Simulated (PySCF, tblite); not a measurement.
# C₁₀H₁₄: excited states

Aim: compute the excited states of C₁₀H₁₄ (`C#C/C1=C\CCCCCC1`).

Computed with tblite 0.8.0 and PySCF 2.14.0 and routines of our own; the level stands in each step. Atoms count from 0.

## 1. The starting structure

24 atoms, charge 0, multiplicity 1; geometry from: force field or distance geometry start.

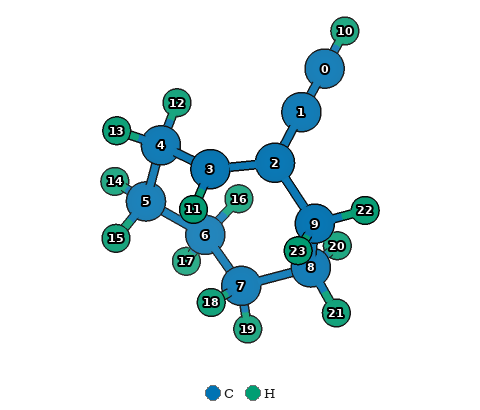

The starting geometry (carbon blue, hydrogen teal).

## 2. Optimising the geometry with GFN2-xTB

The job: settings as JSON, then the geometry in Å.

```
{"job": {"kind": "relax", "xc": "GFN2-xTB", "basis": "xTB"}, "charge": 0, "multiplicity": 1}
C      2.737200    -1.375000    -1.219100
C      1.905900    -1.177900    -0.369800
C      0.944700    -0.975000     0.664900
C      0.817100     0.202600     1.315000
C      1.193400     1.497800     0.703800
C     -0.060600     2.055700    -0.020800
C     -0.793800     1.084500    -0.976400
C     -1.736700     0.053500    -0.301200
C     -1.290500    -1.438900    -0.346100
C     -0.266600    -1.880400     0.720100
H      3.452700    -1.540900    -1.979700
H      0.052400     0.288000     2.099200
H      2.013300     1.407400    -0.008300
H      1.531900     2.199700     1.466900
H      0.259400     2.939000    -0.598800
H     -0.770600     2.433700     0.739900
H     -0.085100     0.597700    -1.648400
H     -1.427300     1.707700    -1.612700
H     -2.000200     0.347500     0.724000
H     -2.681600     0.092000    -0.860600
H     -0.922700    -1.662800    -1.347100
H     -2.188900    -2.056800    -0.205300
H      0.040000    -2.911900     0.548600
H     -0.735100    -1.867500     1.708300
```

The run is started by

```sh
$ OMP_NUM_THREADS=1 python excited_run.py task.json out
```

This one command runs all jobs of the session in turn.

Log:

```text
step      E/eV     max force
  0    -774.13399    1.062
  1    -774.18716    0.768
  2    -774.22763    2.012
  3    -774.25272    1.548
  4    -774.27677    0.488
  5    -774.28669    0.359
  6    -774.29492    0.455
  7    -774.30456    0.314
  8    -774.31127    0.176
  9    -774.31569    0.143
 10    -774.31925    0.145
 11    -774.32271    0.128
 12    -774.32572    0.124
 13    -774.32811    0.105
 14    -774.33014    0.129
 15    -774.33221    0.119
 16    -774.33437    0.098
 17    -774.33639    0.109
 18    -774.33807    0.080
 19    -774.33951    0.078
 20    -774.34096    0.090
 21    -774.34256    0.095
 22    -774.34413    0.099
 23    -774.34536    0.076
 24    -774.34620    0.060
 25    -774.34685    0.049
 26    -774.34742    0.055
 27    -774.34787    0.048
 28    -774.34821    0.039
 29    -774.34849    0.034
 30    -774.34875    0.034
 31    -774.34901    0.032
 32    -774.34925    0.034
 33    -774.34949    0.030
 34    -774.34976    0.034
 35    -774.35003    0.038
 36    -774.35024    0.030
 37    -774.35042    0.031
 38    -774.35063    0.033
 39    -774.35087    0.034
 40    -774.35109    0.031
 41    -774.35126    0.029
 42    -774.35144    0.030
 43    -774.35170    0.047
 44    -774.35203    0.054
 45    -774.35234    0.036
 46    -774.35257    0.028
 47    -774.35275    0.029
 48    -774.35294    0.035
 49    -774.35312    0.030
 50    -774.35324    0.029
 51    -774.35332    0.024
 52    -774.35340    0.019
 53    -774.35346    0.017
 54    -774.35350    0.014
 55    -774.35354    0.012
 56    -774.35358    0.015
 57    -774.35363    0.022
 58    -774.35370    0.022
 59    -774.35376    0.016
 60    -774.35381    0.015
 61    -774.35384    0.015
 62    -774.35388    0.015
 63    -774.35392    0.012
 64    -774.35394    0.011
 65    -774.35396    0.009
```

Run time: 0.62 s. Hardware: 1 thread of Intel Xeon 6975P-C, shared host; peak memory 0.18 GiB.

Step by step: (not every step is listed)

```
step  energy from step 0 (eV)  largest force (eV/Å)
   0                   0.0000                1.0618
   1                  -0.0532                0.7681
   2                  -0.0936                2.0121
   3                  -0.1187                1.5476
   4                  -0.1428                0.4879
   5                  -0.1527                0.3585
   6                  -0.1609                0.4550
   7                  -0.1706                0.3143
   8                  -0.1773                0.1756
  13                  -0.1941                0.1046
  18                  -0.2041                0.0796
  23                  -0.2114                0.0760
  28                  -0.2142                0.0387
  33                  -0.2155                0.0304
  38                  -0.2166                0.0334
  43                  -0.2177                0.0474
  48                  -0.2189                0.0354
  53                  -0.2195                0.0166
  58                  -0.2197                0.0224
  60                  -0.2198                0.0150
  61                  -0.2198                0.0152
  62                  -0.2199                0.0150
  63                  -0.2199                0.0121
  64                  -0.2199                0.0110
  65                  -0.2200                0.0090
```

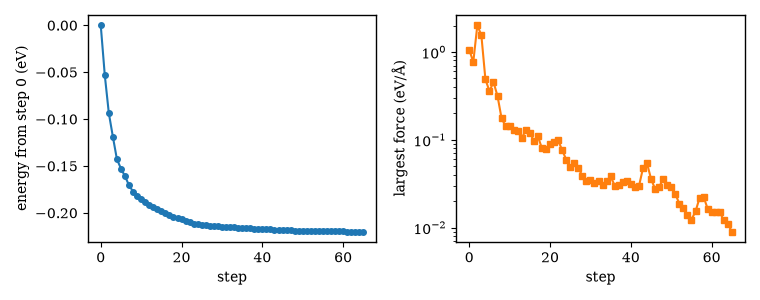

Energy and largest force along the relaxation.

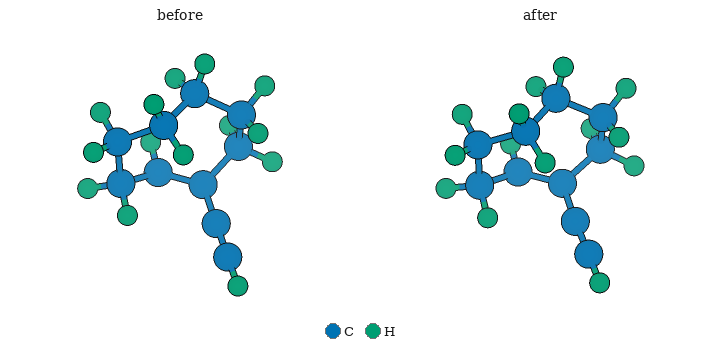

Before and after, at one scale.

Close pairs (by a distance rule), those that changed most:

```
  bond  before (Å)  after (Å)  change (Å)
 C7–C8       1.558      1.540      -0.019
 C2–C9       1.513      1.497      -0.017
C3–H11       1.099      1.082      -0.017
C5–H15       1.107      1.093      -0.014
 C1–C2       1.427      1.413      -0.013
 C2–C3       1.351      1.338      -0.013
C5–H14       1.103      1.093      -0.011
C0–H10       1.057      1.049      -0.008
```

The final coordinates are the input of the step that follows.

## 3. Infrared spectrum with GFN2-xTB

The job: settings as JSON, then the geometry in Å.

```
{"job": {"kind": "ir", "xc": "GFN2-xTB", "basis": "xTB"}, "charge": 0, "multiplicity": 1}
C      2.574186    -1.332900    -1.276995
C      1.770781    -1.084046    -0.418501
C      0.832234    -0.892574     0.620942
C      0.731375     0.251072     1.308683
C      1.182562     1.548644     0.747592
C     -0.050093     2.072152    -0.030724
C     -0.700954     1.027622    -0.955416
C     -1.678452     0.030108    -0.283402
C     -1.292415    -1.458804    -0.353675
C     -0.263446    -1.908180     0.709275
H      3.279712    -1.524383    -2.029316
H      0.040973     0.305084     2.140198
H      2.016318     1.403484     0.059725
H      1.468083     2.274138     1.510567
H      0.263107     2.926723    -0.635063
H     -0.795900     2.429614     0.683346
H      0.085025     0.480959    -1.477375
H     -1.257339     1.581526    -1.715509
H     -1.835205     0.307883     0.759413
H     -2.648376     0.126095    -0.778169
H     -0.887270    -1.672105    -1.345168
H     -2.197427    -2.059232    -0.230719
H      0.074137    -2.921694     0.487843
H     -0.723353    -1.891420     1.698542
```

Log:

```text
mode    cm-1     km/mol
  1      91.5      0.14
  2     112.4      0.05
  3     171.7      0.14
  4     210.9      0.05
  5     254.6      0.03
  6     291.6      0.28
  7     304.1      0.32
  8     321.9      0.22
  9     360.0      0.38
 10     430.4      0.28
 11     439.7      1.81
 12     519.6      0.38
 13     542.9     10.69
 14     568.1      7.22
 15     665.0      9.13
 16     679.8     14.75
 17     761.4      6.11
 18     777.0      2.14
 19     848.2      3.71
 20     868.3      8.97
 21     878.4      1.54
 22     904.3      0.19
 23     905.5      2.26
 24     966.0     14.14
 25    1004.0      0.28
 26    1021.4      1.82
 27    1034.4      1.75
 28    1085.1      0.37
 29    1105.3      2.39
 30    1112.5      1.16
 31    1148.1      5.06
 32    1169.3      3.03
 33    1198.2      4.17
 34    1207.8      4.04
 35    1222.0      0.83
 36    1244.9      0.28
 37    1250.9      0.49
 38    1295.9      0.09
 39    1304.9      0.89
 40    1330.0      8.00
 41    1335.9      1.03
 42    1347.6      0.53
 43    1351.7      1.44
 44    1364.8      0.61
 45    1475.6      0.31
 46    1476.4      0.28
 47    1487.3      0.72
 48    1489.7      0.61
 49    1491.2      1.77
 50    1499.9      3.02
 51    1668.4      6.63
 52    2245.0      4.54
 53    2952.1      2.22
 54    2958.4      9.30
 55    2960.2     60.80
 56    2970.3     19.82
 57    2976.3     41.18
 58    2978.6     67.87
 59    2984.0     97.47
 60    2987.3     43.55
 61    2989.4     58.10
 62    2996.6     30.01
 63    2997.7     13.33
 64    3006.5     86.89
 65    3054.5     68.94
 66    3393.7      1.85
```

Wall time 0.91 s (1 thread of Intel Xeon 6975P-C, shared host); peak memory 0.18 GiB.

Which atoms move in the most intense modes:

```
cm⁻¹  km/mol                                   atoms
2960    60.8  H21 46 %, H15 12 %, H20 11 %, H17 10 %
2976    41.2  H20 20 %, H17 19 %, H14 18 %, H13 13 %
2979    67.9  H20 18 %, H23 16 %, H22 15 %, H21 12 %
2984    97.5                      H13 65 %, H15 12 %
2987    43.5                      H23 47 %, H20 29 %
2989    58.1                      H22 70 %, H23 18 %
3006    86.9                      H16 64 %, H18 15 %
3054    68.9                                H11 91 %
```

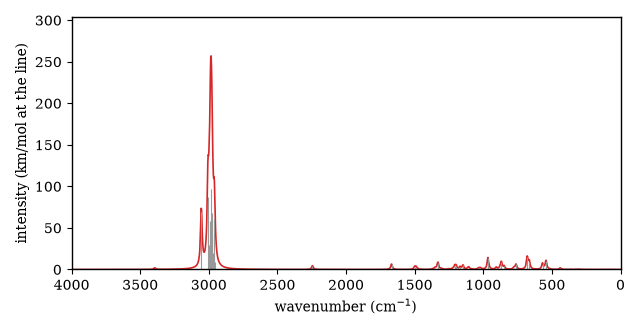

The infrared spectrum from these modes, unscaled. Lines are broadened to a width of 14 cm⁻¹ (Lorentzian).

## 4. Excited states: TDA wB97X-D/def2-SVP

Settings changed since step 3:

```diff
@@ -1,2 +1,2 @@
-{"job": {"kind": "ir", "xc": "GFN2-xTB", "basis": "xTB"}, "charge": 0, "multiplicity": 1}
+{"job": {"kind": "states", "xc": "wB97X-D", "basis": "def2-SVP", "tda": true, "soc": true, "nstates": 5, "ntriplets": 5, "nquad": 4}, "charge": 0, "multiplicity": 1}
 C      2.574186    -1.332900    -1.276995
```

Method: TDA wB97X-D/def2-SVP excited states, vertical, gas phase, spin-orbit mean-field couplings.

Log:

```text
coarse grid: 19544 points
cycle   1  E = -388.8719210976  dE =  1.757e+00  |g| = 3.262e-01  |ddm| = 5.204e+00
cycle   2  E = -388.8988874518  dE = -2.697e-02  |g| = 1.692e-01  |ddm| = 7.256e-01
cycle   3  E = -388.9060028465  dE = -7.115e-03  |g| = 4.625e-02  |ddm| = 2.815e-01
cycle   4  E = -388.9065428736  dE = -5.400e-04  |g| = 1.644e-02  |ddm| = 9.589e-02
cycle   5  E = -388.9066091998  dE = -6.633e-05  |g| = 5.179e-03  |ddm| = 2.859e-02
cycle   6  E = -388.9066163963  dE = -7.196e-06  |g| = 1.728e-03  |ddm| = 6.733e-03
final grid: 187288 points
cycle   7  E = -388.9753174201  dE = -1.671e-04  |g| = 4.351e-03  |ddm| = 7.729e-02
cycle   8  E = -388.9753207515  dE = -3.331e-06  |g| = 3.381e-03  |ddm| = 1.422e-02
cycle   9  E = -388.9753231897  dE = -2.438e-06  |g| = 1.195e-03  |ddm| = 4.054e-03
cycle  10  E = -388.9753234892  dE = -2.995e-07  |g| = 5.324e-04  |ddm| = 1.913e-03
cycle  11  E = -388.9753235619  dE = -7.265e-08  |g| = 5.442e-05  |ddm| = 7.986e-04
cycle  12  E = -388.9753235629  dE = -1.071e-09  |g| = 1.975e-05  |ddm| = 1.681e-04
cycle  13  E = -388.9753235631  dE = -1.498e-10  |g| = 8.846e-06  |ddm| = 6.153e-05
converged SCF energy = -388.9753235631

Singlet excitations
state   eV       nm        f     d(h-e)  d(exc)  Lambda  PR(NTO)  |dmu|/D   mu/D   main configurations
  1   5.6683   218.7   0.14918   0.592   2.766   0.654   1.076    1.419    1.189   H-1->L 0.46, H->L 0.44
  2   5.7773   214.6   0.15179   0.607   2.730   0.635   1.051    1.537    1.221   H-1->L 0.45, H->L 0.38
  3   6.2886   197.2   0.00314   0.754   2.663   0.451   1.054    2.347    3.054   H->L+1 0.86
  4   7.0725   175.3   0.02404   0.615   2.895   0.604   1.262    2.029    2.965   H-2->L 0.66, H-3->L 0.10
  5   7.3557   168.6   0.12453   0.893   3.051   0.523   1.354                     H-3->L 0.67

Triplet excitations (Tamm-Dancoff)
state   eV     d(h-e)  d(exc)  Lambda  PR(NTO)   main configurations
  1   3.2303   0.050   2.557   0.841   1.044   H->L 0.94
  2   5.3839   0.792   2.594   0.465   1.237   H-1->L 0.80
  3   5.5973   0.287   2.198   0.595   2.202   H-2->L 0.32, H-1->L+1 0.22
  4   6.0348   0.477   2.603   0.449   1.250   H->L+1 0.75, H-1->L 0.10
  5   6.0991   0.196   2.132   0.699   1.733   H-1->L+1 0.61, H-2->L 0.15
S1 - T1 = 2.4380 eV

Spin-orbit couplings |<S|Hso|T>| (cm-1)
             T1       T2       T3       T4       T5
S0        1.568    4.691    2.110    4.865    1.075
S1        3.980    9.029    2.999    3.679    7.068
S2        3.411    9.552    1.747    3.945    6.968
S3        5.216    1.584    1.369    0.833   13.143
S4        2.084    7.396    2.623    2.234    3.038
S5        1.608    7.071    1.062    2.417    2.217
T1 sublevels (cm-1): 0.000 0.000 0.001   radiative rates (1/s): 0.00501 0.00756 0.0902
```

Run time: 44 s. Hardware: 1 thread of Intel Xeon 6975P-C, shared host; peak memory 1 GiB.

Key values:

```
  quantity    value
S1 less T1  2.44 eV
```

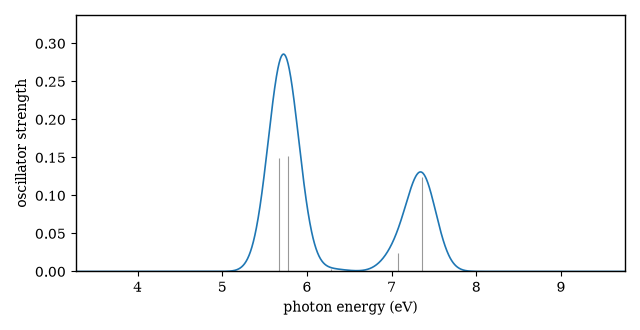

Absorption lines of the singlets. Lines are broadened to a width of 0.40 eV (Gaussian).

## 5. Outcome

```
                                 quantity                 value
strongest single infrared mode (GFN2-xTB)  2984 cm⁻¹, 97 km/mol
             zero-point energy (GFN2-xTB)        131.6 kcal/mol
S1 less T1 (step 4, TDA wB97X-D/def2-SVP)               2.44 eV
```

What this shows: All 66 modes are real, so the xTB geometry is a minimum. Unscaled tight-binding wavenumbers are off by several per cent, some by more. Its intensities can rank the bands wrongly. In step 4, the number of triplets below S1 is 3, and the largest singlet-triplet spin-orbit coupling is S3–T5, 13.14 cm⁻¹.
